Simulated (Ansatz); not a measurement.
The starting structures come from a database of crystals and need not be the phases stable at ambient conditions.

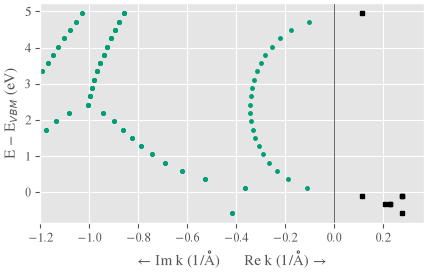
Fig. 1. Complex bands at the centre of the two-dimensional zone; PBEsol in Ansatz (a first-principles code)

The gap is the functional's own, uncorrected, and κ follows it; spin-orbit coupling is left out. Mid-gap values are interpolated between the computed energies.

**Question.** This is LiBr (P6_3mc, wurtzite, not sure to be the ambient phase, 4 atoms a cell, 24.8 Å³ an atom) along the normal of (001). Read off the slowest decay at the centre of the two-dimensional zone at 2.42 eV, the computed energy nearest the middle of the gap.

**Answer.** κ ≈ 0.34 1/Å, a decay length 1/(2κ) of the density of 1.5 Å.
